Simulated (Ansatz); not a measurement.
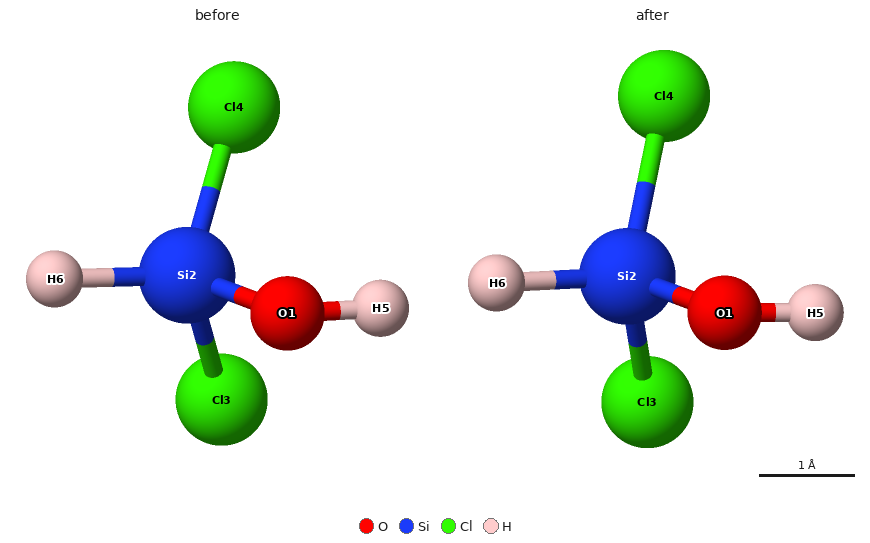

The structure of SiH2OCl2 (coarse preliminary run) before (left) and after (right) a relaxation, at one scale.

The picture is a ball-and-stick view, seen at a tilt.

The start comes from a force field.

Level of theory: RKS PBE-D4/def2-SVP in Ansatz 0.2.0. Set-up: force threshold 0.03 eV/Å; at most 200 steps.

Describe what moved and what it gained.

Answer. The largest move after the best rigid fit is that of Cl4, 0.16 Å. By element the largest moves are Cl 0.16 Å, H 0.15 Å, Si 0.07 Å, O 0.06 Å. Near-neighbour distances that change, for instance: Si2–Cl4 1.958 → 2.072 Å, O1–H5 1.022 → 0.974 Å, O1–Si2 1.619 → 1.658 Å, Si2–Cl3 2.035 → 2.072 Å. Bond angles that change, for instance: O1–Si2–Cl3 104.8° → 111.3°, O1–Si2–H6 111.7° → 106.6°, Cl3–Si2–H6 113.6° → 110.3°. Over 5 geometry steps the energy falls by 7.61 kcal/mol. The largest force component goes from 2.7 to 0.012 eV/Å. The run took about 13 core-seconds on a shared host.
